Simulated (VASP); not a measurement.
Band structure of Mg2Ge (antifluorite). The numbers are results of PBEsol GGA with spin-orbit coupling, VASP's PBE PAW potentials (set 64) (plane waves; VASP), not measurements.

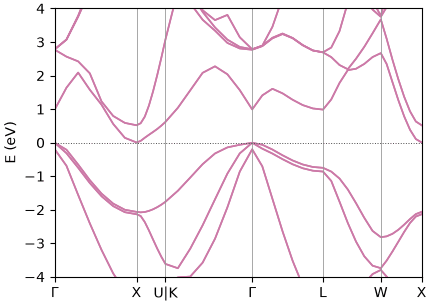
Bands along high-symmetry lines, zero at the valence-band maximum or, without a gap, the Fermi level

Question: Read the plot: is there a gap, and where are the band edges?

Answer: It has no gap at this level: it comes out as a metal or semimetal.

Measured: gap 0.74 eV (computed value off by -0.74 eV), as given by Byungki Ryu et al., Journal of the Korean Physical Society (2019), arXiv:1905.06140.

The compound is Mg2Ge in the antifluorite structure. It was relaxed first.
